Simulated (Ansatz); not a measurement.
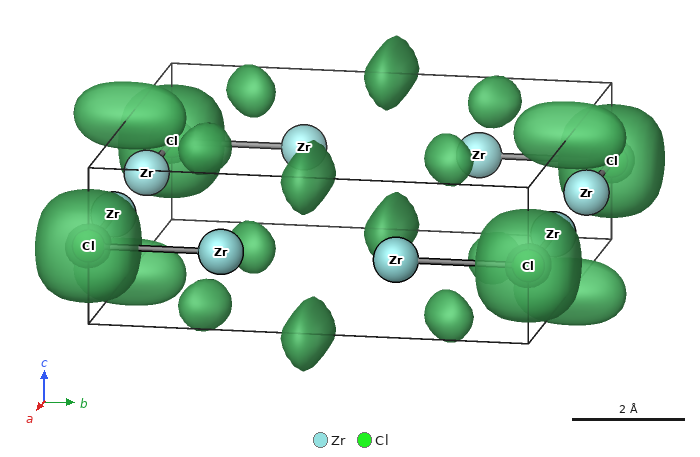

Zr4Cl. Isosurface of the ELF at 0.7 (green), seen slightly off an axis. Core shells and regions of very low density are left out. Sticks mark near contacts.

Space group P4/mmm; a structure generated by program, which may or may not match a known phase; computed without spin polarisation.

Theory: DFT PBE, scalar-relativistic, plane waves, PAW in Ansatz.

```cif
data_structure
_symmetry_space_group_name_H-M 'P 1'
_symmetry_Int_Tables_number 1
_cell_length_a 8.0304
_cell_length_b 8.0304
_cell_length_c 2.8848
_cell_angle_alpha 90.000
_cell_angle_beta 90.000
_cell_angle_gamma 90.000
_cell_volume 186.03
loop_
_atom_site_label
_atom_site_type_symbol
_atom_site_fract_x
_atom_site_fract_y
_atom_site_fract_z
_atom_site_occupancy
Zr1 Zr 0.69897 0.00000 0.50000 1
Zr2 Zr 0.30103 0.00000 0.50000 1
Zr3 Zr 0.00000 0.69897 0.50000 1
Zr4 Zr 0.00000 0.30103 0.50000 1
Cl1 Cl 0.00000 0.00000 0.50000 1
```

Question: Where are the electrons localised?

Answer: The ELF exceeds this value in one region wrapped around Cl (its valence shell) and six pockets between the atoms, centred on no nucleus (multi-centre or interstitial), counted in one cell of 5 atoms. Regions shared between cells count once.

Values along the shortest contacts:
Zr–Cl (2.42 Å): the ELF peaks at about 0.85 in the valence shell of Cl, 0.8 Å from its nucleus, and is about 0.20 at the midpoint (no localised pair shows between them). Zr–Zr (2.88 Å): the ELF is about 0.35 at the midpoint.
